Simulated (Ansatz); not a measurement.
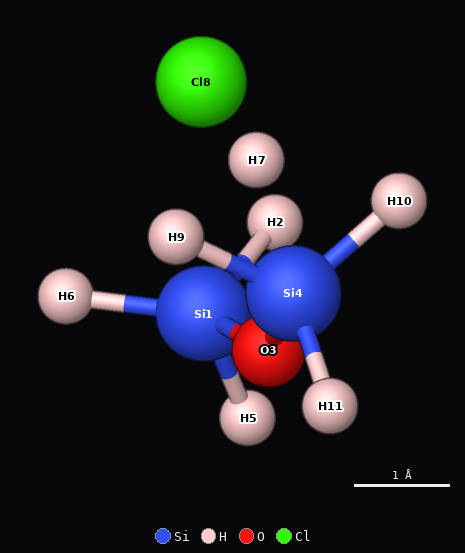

Fig. 1: The structure (ball-and-stick view, seen at an oblique angle; atoms are numbered from 1 in the order of the input).

# Si₂H₇ClO: a changed input and its effect

System: Si₂H₇ClO.
Method of the first run: RKS PBE0-D4/def2-TZVPP (Ansatz 0.2.0).

The geometry comes from this level: PBE0-D4/def2-TZVP. Text and figures count atoms from 1; the logs count them from 0 in places.

**Input, the first run**
```yaml
crystal:
  periodic: [false, false, false]
  atoms:
    - {symbol: Si, position_ang: [-0.768069, 0.929538, -0.462595]}
    - {symbol: H, position_ang: [0.290627, 2.075202, -1.181594]}
    - {symbol: O, position_ang: [-0.488424, -0.650643, -0.409736]}
    - {symbol: Si, position_ang: [0.330980, -1.796137, 0.474617]}
    - {symbol: H, position_ang: [-1.465918, 1.078453, -1.765949]}
    - {symbol: H, position_ang: [-1.517509, 1.646009, 0.578905]}
    - {symbol: H, position_ang: [0.761597, 1.920207, -0.437304]}
    - {symbol: Cl, position_ang: [1.236402, 1.258789, 1.093438]}
    - {symbol: H, position_ang: [0.125400, -1.594394, 1.926224]}
    - {symbol: H, position_ang: [1.766915, -1.779523, 0.121507]}
    - {symbol: H, position_ang: [-0.272102, -3.087400, 0.062387]}
basis:
  gaussian: {orbitals: def2-TZVPP}
hamiltonian: {xc: pbe0, dispersion: d4}
output: {orbitals: {seedname: orbitals}}
```

Launched with:
```bash
ansatz run in.yaml --threads 4 --pin off --events-out ev --progress --plain --max-ram 9574MiB
```

Hardware: 4 threads of AMD EPYC, 180 GiB of memory available, shared host.

**Output (the first run)**
```
Functional definition: PBE0
  parameter a = 0.25
  parameter kappa = 0.804
  parameter beta = 0.06672455060314922
  exchange = (1 - a)*pbe_x(kappa = kappa, mu = beta*pi^2/3) + a*exact_x
  correlation = pbe_c(beta = beta)
1471 factors; their error is unknown
mean field evaluation 1: about -30424.0601 eV, gradient 5.2e1 eV
mean field evaluation 2: about -30413.7717 eV, gradient 9.0e1 eV
mean field evaluation 4: about -30428.2980 eV, gradient 3.6e0 eV
mean field evaluation 8: about -30428.3228 eV, gradient 3.4e-2 eV
mean field evaluation 16: about -30428.3891 eV, gradient 2.4e-5 eV
mean field -30428.38911276 eV, -1118.2226747912 hartree, gradient 2.4e-5 eV, S^2 0.000000; 0 other end points of the search recorded, 0 dependent functions left out
reference -30428.38914870 eV, -1118.2226761118 hartree; 30, 30 occupied and 225, 225 virtual orbitals, 1471 factors
Total energy: -30428.62118553 eV, -1118.2312033079 hartree
```

The input of the second run differs as follows (lines with − go, lines with + come):
```diff
-    - {symbol: Si, position_ang: [-0.768069, 0.929538, -0.462595]}
-    - {symbol: H, position_ang: [0.290627, 2.075202, -1.181594]}
-    - {symbol: O, position_ang: [-0.488424, -0.650643, -0.409736]}
-    - {symbol: Si, position_ang: [0.330980, -1.796137, 0.474617]}
-    - {symbol: H, position_ang: [-1.465918, 1.078453, -1.765949]}
-    - {symbol: H, position_ang: [-1.517509, 1.646009, 0.578905]}
-    - {symbol: H, position_ang: [0.761597, 1.920207, -0.437304]}
-    - {symbol: Cl, position_ang: [1.236402, 1.258789, 1.093438]}
-    - {symbol: H, position_ang: [0.125400, -1.594394, 1.926224]}
-    - {symbol: H, position_ang: [1.766915, -1.779523, 0.121507]}
-    - {symbol: H, position_ang: [-0.272102, -3.087400, 0.062387]}
+    - {symbol: Si, position_ang: [-1.046943, 0.891723, -0.801064]}
+    - {symbol: H, position_ang: [-0.026658, 1.936684, -1.112110]}
+    - {symbol: O, position_ang: [-0.308944, -0.546687, -0.619569]}
+    - {symbol: Si, position_ang: [0.261409, -1.702389, 0.392867]}
+    - {symbol: H, position_ang: [-1.996651, 0.816634, -1.936798]}
+    - {symbol: H, position_ang: [-1.760128, 1.286854, 0.440699]}
+    - {symbol: H, position_ang: [1.522441, 1.954321, 0.246163]}
+    - {symbol: Cl, position_ang: [2.074182, 1.534328, 1.326047]}
+    - {symbol: H, position_ang: [-0.081212, -1.367863, 1.798973]}
+    - {symbol: H, position_ang: [1.732080, -1.808589, 0.239553]}
+    - {symbol: H, position_ang: [-0.369679, -2.994916, 0.025139]}
```

Predict how the results change.

With the same method and basis, the second run lies 29.7 kcal/mol lower. The HOMO goes from −8.18 to −8.79 eV. The LUMO goes from −0.80 to −0.33 eV.

**Output (the second run)**
```
Functional definition: PBE0
  parameter a = 0.25
  parameter kappa = 0.804
  parameter beta = 0.06672455060314922
  exchange = (1 - a)*pbe_x(kappa = kappa, mu = beta*pi^2/3) + a*exact_x
  correlation = pbe_c(beta = beta)
1471 factors; their error is unknown
mean field evaluation 1: about -30425.3424 eV, gradient 5.2e1 eV
mean field evaluation 2: about -30415.9402 eV, gradient 8.8e1 eV
mean field evaluation 4: about -30429.6307 eV, gradient 2.0e0 eV
mean field evaluation 8: about -30429.7032 eV, gradient 3.4e-2 eV
mean field -30429.70319051 eV, -1118.2709662575 hartree, gradient 4.3e-5 eV, S^2 0.000000; 0 other end points of the search recorded, 0 dependent functions left out
reference -30429.70322723 eV, -1118.2709676070 hartree; 30, 30 occupied and 225, 225 virtual orbitals, 1471 factors
Total energy: -30429.90786536 eV, -1118.2784879198 hartree
```

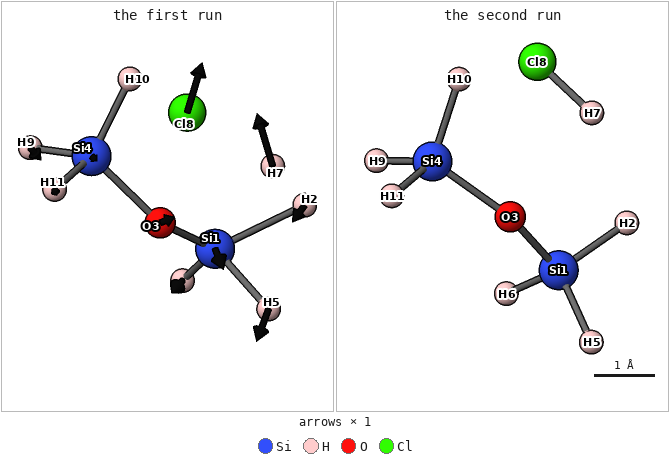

Fig. 2: The two input geometries at one scale (ball-and-stick view, seen at a tilt). The black arrows on the first give the shifts of the atoms after the best rigid fit, at true length. H7 moves most after the best rigid fit: 1.00 Å. Largest moves by element: H 1.00 Å, Cl 0.93 Å, Si 0.44 Å, O 0.28 Å. Among the contacts that change: H7–Cl8 1.734 → 1.283 Å, Si1–H2 1.718 → 1.493 Å, O3–Si4 1.663 → 1.639 Å, Si1–O3 1.606 → 1.627 Å.

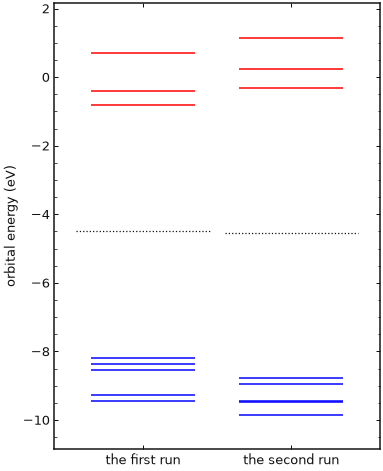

Fig. 3: The five highest filled and three lowest empty orbital energies of the two runs; the dotted lines part filled from empty levels. The HOMO–LUMO gap is 7.38 eV in the first run and 8.46 eV in the second run.

**The two runs side by side**

```csv
quantity,the first run,the second run
outcome,converged,converged
total energy (hartree),−1118.231203,−1118.278488
HOMO (eV),−8.18,−8.79
LUMO (eV),−0.80,−0.33
basis functions,255,255
wall time (shared host),6.5 s,6 s
```
